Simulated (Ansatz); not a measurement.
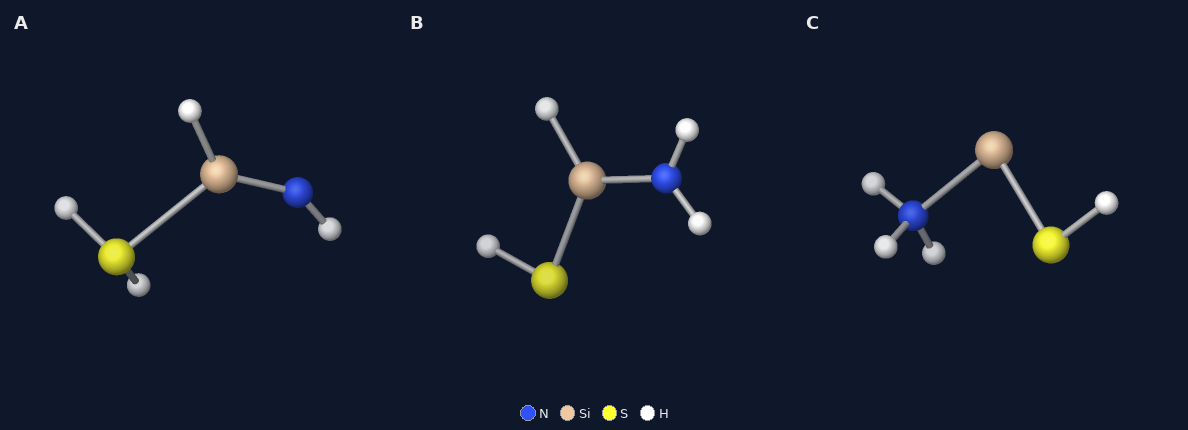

3 stationary structures of one formula. Charge +1, singlet. Geometries: PBE0-D4/def2-TZVP. Electronic energies: RHF-CCSD(T) (frozen core)/def2-TZVPP (Ansatz 0.2.0), without zero-point energy. No frequency run is at hand to confirm each as a minimum. Each is one conformer, not always the lowest.

Question: Rank them by energy, lowest first.

Answer: B is lowest (Cs); C lies 23.7 kJ/mol above it (Cs), A lies 258.4 kJ/mol above it (C1).
